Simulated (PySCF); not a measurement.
**CHF2CH2F: electronic excitations and core binding energies**

Aim: predict the electronic excitations and core binding energies of CHF2CH2F (`FCC(F)F`).

Computed with PySCF 2.14.0, with density-fitted response routines of our own, on a single molecule in the gas phase. Atoms count from 0, in the outputs and in this text.

### Step 1. The starting structure

8 atoms, charge 0, multiplicity 1; geometry from: GFN2-xTB.

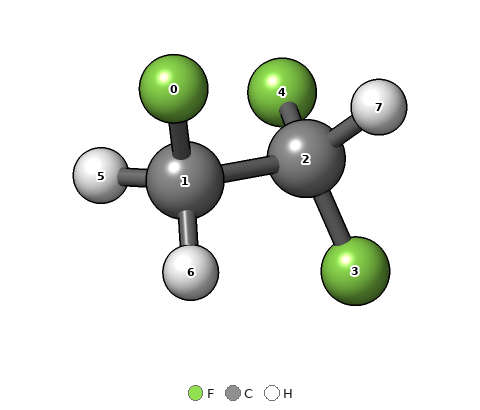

As it starts; fluorine green, carbon grey, hydrogen white, atoms numbered; sticks join atoms by distance.

### Step 2. Excited states and response: PBE0/def2-SVPD

What the job is given:

```
{"job": {"kind": "uv", "xc": "PBE0", "basis": "def2-SVPD", "nstates": 8, "ntriplets": 3}, "charge": 0, "multiplicity": 1}
F      1.361280    -0.959935     0.642053
C      0.765125     0.142014     0.101141
C     -0.730417    -0.117687    -0.083834
F     -1.424178     1.030491     0.090210
F     -1.005693    -0.538744    -1.337142
H      1.245863     0.346414    -0.860502
H      0.908466     0.974597     0.797213
H     -1.111389    -0.867737     0.626295
```

Level: TDDFT PBE0/def2-SVPD, vertical, gas phase, core orbitals frozen in the response.

Output:

```text
coarse grid: 7296 points
cycle   1  E = -376.7660893985  dE =  5.450e-01  |g| = 6.956e-01  |ddm| = 3.116e+00
cycle   2  E = -376.6733083953  dE =  9.278e-02  |g| = 1.040e+00  |ddm| = 1.256e+00
cycle   3  E = -376.8484612821  dE = -1.752e-01  |g| = 4.304e-02  |ddm| = 7.362e-01
cycle   4  E = -376.8487109808  dE = -2.497e-04  |g| = 1.843e-02  |ddm| = 4.863e-02
cycle   5  E = -376.8487690487  dE = -5.807e-05  |g| = 6.378e-03  |ddm| = 2.002e-02
cycle   6  E = -376.8487753678  dE = -6.319e-06  |g| = 1.748e-03  |ddm| = 5.264e-03
final grid: 73344 points
cycle   7  E = -376.8992228310  dE = -2.401e-05  |g| = 7.098e-03  |ddm| = 4.091e-02
cycle   8  E = -376.8992148176  dE =  8.013e-06  |g| = 1.005e-02  |ddm| = 1.337e-02
cycle   9  E = -376.8992327626  dE = -1.794e-05  |g| = 7.333e-04  |ddm| = 7.215e-03
cycle  10  E = -376.8992328678  dE = -1.052e-07  |g| = 1.406e-04  |ddm| = 7.573e-04
cycle  11  E = -376.8992328710  dE = -3.205e-09  |g| = 4.770e-05  |ddm| = 1.322e-04
cycle  12  E = -376.8992328713  dE = -3.057e-10  |g| = 1.908e-05  |ddm| = 4.335e-05
converged SCF energy = -376.8992328713

Static polarisability (au): isotropic 29.342, principal 28.203 29.063 30.759

Singlet excitations
state   eV       nm        f      main configurations
  1   9.1737    135.2   0.01420   H->L 0.70, H->L+1 0.25
  2   9.5574    129.7   0.00465   H->L+1 0.73, H->L 0.24
  3   9.6228    128.8   0.00560   H-1->L 0.90
  4  10.0622    123.2   0.05108   H->L+2 0.68, H->L+3 0.24
  5  10.1306    122.4   0.01758   H-1->L+1 0.87
  6  10.3526    119.8   0.06379   H->L+3 0.66, H->L+2 0.26
  7  10.7643    115.2   0.04764   H-1->L+2 0.88
  8  10.8012    114.8   0.01651   H-2->L 0.39, H->L+4 0.28, H-2->L+1 0.18

Triplet excitations (Tamm-Dancoff, eV): 8.6757 9.1239 9.2949
```

Wall time 9.2 s (1 thread, shared host).

Frontier orbitals and where they lie:

| orbital | eV | atoms |
| --- | --- | --- |
| HOMO−3 | -11.94 | F4 48 %, F3 45 % |
| HOMO−2 | -11.50 | F0 34 %, F3 20 %, F4 19 % |
| HOMO−1 | -10.50 | F0 47 %, C1 23 %, H6 11 % |
| HOMO | -9.90 | C2 19 %, C1 18 %, F4 17 % |
| LUMO | 0.86 | C1 33 %, F0 19 %, H6 15 % |
| LUMO+1 | 0.93 | C2 32 %, H7 15 %, F3 14 % |
| LUMO+2 | 1.59 | H7 18 %, H5 17 %, F0 16 % |

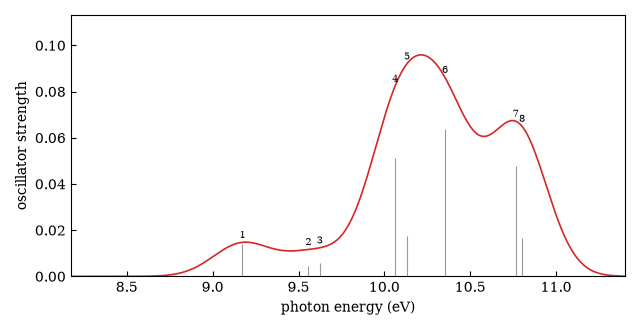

Absorption spectrum from the 8 singlet states computed; above the last one it falls off for lack of states. Lines are broadened to a width of 0.40 eV (Gaussian).

Further results of this job:

| property | computed |
| --- | --- |
| dipole moment (D) | 1.04 |
| polarisability (Å³) | 4.35 |
| HOMO–LUMO gap (eV) | 10.76 |
| −ε(HOMO) (eV) | 9.90 |

### Step 3. Core-electron binding energies: SCAN, X2C

Same as in step 2 but for these lines:

```diff
@@ -1,2 +1,2 @@
-{"job": {"kind": "uv", "xc": "PBE0", "basis": "def2-SVPD", "nstates": 8, "ntriplets": 3}, "charge": 0, "multiplicity": 1}
+{"job": {"kind": "xps"}, "charge": 0, "multiplicity": 1}
 F      1.361280    -0.959935     0.642053
```

Level: delta-SCF UKS SCAN, pcX-2 on the ionised atom, pcseg-1 elsewhere, spin-free X2C.

Output:

```text
ground state, core basis on atom 0 (F), 116 functions
  cycle   1  E = -377.61730312  |g| = 7.67e-01
  cycle   2  E = -377.42894796  |g| = 1.36e+00
  cycle   3  E = -377.70342815  |g| = 7.08e-02
  cycle   4  E = -377.70419993  |g| = 3.88e-02
  cycle   5  E = -377.70447476  |g| = 1.03e-02
  cycle   6  E = -377.70448867  |g| = 4.21e-03
  cycle   7  E = -377.70449052  |g| = 8.25e-04
  cycle   8  E = -377.70449183  |g| = 4.58e-04
  E(ground) = -377.69918719 Eh
hole in F 1s of atom 0
  cycle   1  E = -351.34055532  |g| = 2.58e+00
  cycle   2  E = -351.19314643  |g| = 2.18e+00
  cycle   3  E = -352.14784656  |g| = 4.65e-01
  cycle   4  E = -352.16817105  |g| = 3.82e-01
  cycle   5  E = -352.21465016  |g| = 6.09e-02
  cycle   6  E = -352.21570322  |g| = 2.54e-02
  cycle   7  E = -352.21593242  |g| = 7.34e-03
  cycle   8  E = -352.21594704  |g| = 2.73e-03
  cycle   9  E = -352.21595065  |g| = 5.72e-04
  cycle  10  E = -352.21594998  |g| = 1.93e-04
  E(ion) = -352.21787218 Eh   <S^2> = 0.7570   hole on atom = 1.000   binding energy = 693.382 eV
ground state, core basis on atom 1 (C), 116 functions
  cycle   1  E = -377.66340204  |g| = 8.74e-02
  cycle   2  E = -377.66208364  |g| = 1.14e-01
  cycle   3  E = -377.66402399  |g| = 2.07e-02
  cycle   4  E = -377.66408630  |g| = 5.98e-03
  cycle   5  E = -377.66409448  |g| = 8.91e-04
  cycle   6  E = -377.66409500  |g| = 2.78e-04
  E(ground) = -377.65691440 Eh
hole in C 1s of atom 1
  cycle   1  E = -366.31844374  |g| = 1.50e+00
  cycle   2  E = -365.35120762  |g| = 2.06e+00
  cycle   3  E = -366.76934303  |g| = 5.09e-01
  cycle   4  E = -366.82747838  |g| = 2.94e-01
  cycle   5  E = -366.85424910  |g| = 5.28e-02
  cycle   6  E = -366.85514860  |g| = 1.97e-02
  cycle   7  E = -366.85529091  |g| = 9.09e-03
  cycle   8  E = -366.85531889  |g| = 4.47e-03
  cycle   9  E = -366.85532840  |g| = 1.36e-03
  cycle  10  E = -366.85533017  |g| = 1.14e-03
  cycle  11  E = -366.85533008  |g| = 3.06e-04
  E(ion) = -366.84992539 Eh   <S^2> = 0.7711   hole on atom = 1.000   binding energy = 294.073 eV
ground state, core basis on atom 2 (C), 116 functions
  cycle   1  E = -377.66760426  |g| = 6.12e-02
  cycle   2  E = -377.66754396  |g| = 3.30e-02
  cycle   3  E = -377.66759016  |g| = 2.96e-02
  cycle   4  E = -377.66773016  |g| = 3.32e-03
  cycle   5  E = -377.66773159  |g| = 8.68e-04
  cycle   6  E = -377.66773265  |g| = 2.13e-04
  E(ground) = -377.66049966 Eh
hole in C 1s of atom 2
  cycle   1  E = -366.24729493  |g| = 1.50e+00
  cycle   2  E = -363.58566761  |g| = 2.83e+00
  cycle   3  E = -366.59179224  |g| = 7.25e-01
  cycle   4  E = -366.72410856  |g| = 4.14e-01
  cycle   5  E = -366.77410078  |g| = 1.16e-01
  cycle   6  E = -366.77830305  |g| = 3.38e-02
  cycle   7  E = -366.77866903  |g| = 1.48e-02
  cycle   8  E = -366.77873576  |g| = 6.70e-03
  cycle   9  E = -366.77875633  |g| = 2.02e-03
  cycle  10  E = -366.77875899  |g| = 1.66e-03
  cycle  11  E = -366.77876057  |g| = 3.55e-04
  E(ion) = -366.77338024 Eh   <S^2> = 0.7720   hole on atom = 1.000   binding energy = 296.254 eV
ground state, core basis on atom 3 (F), 116 functions
  cycle   1  E = -377.70293492  |g| = 1.19e-01
  cycle   2  E = -377.70252635  |g| = 6.82e-02
  cycle   3  E = -377.70260332  |g| = 6.48e-02
  cycle   4  E = -377.70316125  |g| = 4.70e-03
  cycle   5  E = -377.70316765  |g| = 8.03e-04
  cycle   6  E = -377.70316636  |g| = 3.03e-04
  E(ground) = -377.69830026 Eh
hole in F 1s of atom 3
  cycle   1  E = -351.32567911  |g| = 2.58e+00
  cycle   2  E = -351.07141480  |g| = 2.25e+00
  cycle   3  E = -352.07134394  |g| = 6.27e-01
  cycle   4  E = -352.13161082  |g| = 4.67e-01
  cycle   5  E = -352.20123144  |g| = 5.52e-02
  cycle   6  E = -352.20209467  |g| = 2.72e-02
  cycle   7  E = -352.20238955  |g| = 6.31e-03
  cycle   8  E = -352.20239996  |g| = 3.18e-03
  cycle   9  E = -352.20240271  |g| = 5.62e-04
  cycle  10  E = -352.20240266  |g| = 1.78e-04
  E(ion) = -352.20433106 Eh   <S^2> = 0.7569   hole on atom = 1.000   binding energy = 693.726 eV
```

It took 14 s on 1 thread, shared host.

The holes in one table. −ε is the ground-state orbital energy:

| hole | stands for | environment | ΔSCF (eV) | −ε (eV) | ⟨S²⟩ |
| --- | --- | --- | --- | --- | --- |
| F1s on F0 | F0 | fluorine on an sp3 carbon | 693.38 | 667.0 | 0.757 |
| C1s on C1 | C1 | sp3 CH2 bonded to F | 294.07 | 276.4 | 0.771 |
| C1s on C2 | C2 | sp3 CH bonded to 2 F | 296.25 | 278.4 | 0.772 |
| F1s on F3 | F3, F4 | fluorine of a CF2 group | 693.73 | 667.4 | 0.757 |

Each hole run stands for the others of its class of like atoms.

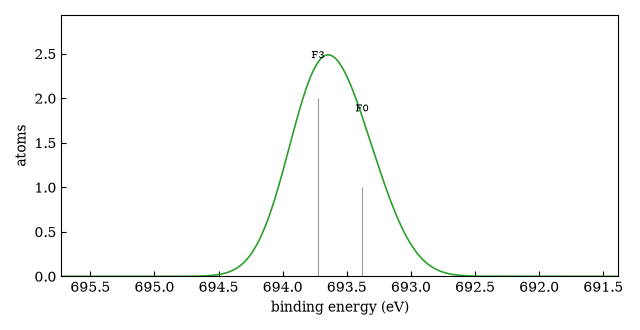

The F1s photoelectron lines, weighted by the number of atoms. Lines are broadened to a width of 0.60 eV (Gaussian).

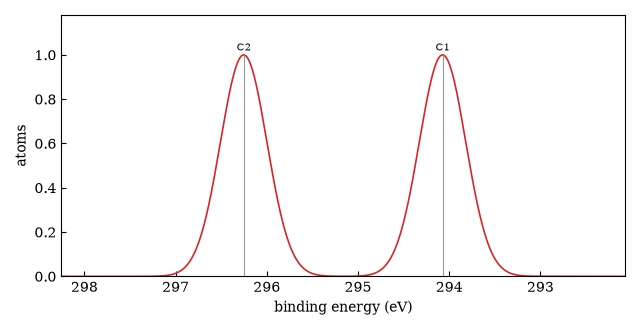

The C1s photoelectron lines, weighted by the number of atoms. Lines are broadened to a width of 0.60 eV (Gaussian).

### Step 4. Results

```
                                quantity                         value
         lowest singlet (PBE0/def2-SVPD)   9.17 eV (135 nm), f = 0.014
brightest single state of those computed  state 6, 10.35 eV, f = 0.064
                          lowest triplet                       8.68 eV
        F1s binding energies, SCAN/pcX-2       F3 693.73, F0 693.38 eV
        C1s binding energies, SCAN/pcX-2       C2 296.25, C1 294.07 eV
```

What this shows: The lowest singlet, at 9.17 eV, is HOMO→LUMO 0.70, HOMO→LUMO+1 0.25 and is weak; of the 8 states computed, the strongest absorption comes from state 6 at 10.35 eV. The lowest triplet lies 0.50 eV below the lowest singlet (triplets in Tamm-Dancoff, singlets in full TDDFT). States above −ε(HOMO) lie where TDDFT describes them poorly and they hang on the basis; the brightest is among them. The F1s levels kept as sound span 0.34 eV, from F0 (fluorine on an sp3 carbon) up to F3 (fluorine of a CF2 group). C2 (sp3 CH bonded to 2 F) binds its C1s electron 2.18 eV more tightly than C1 (sp3 CH2 bonded to F).
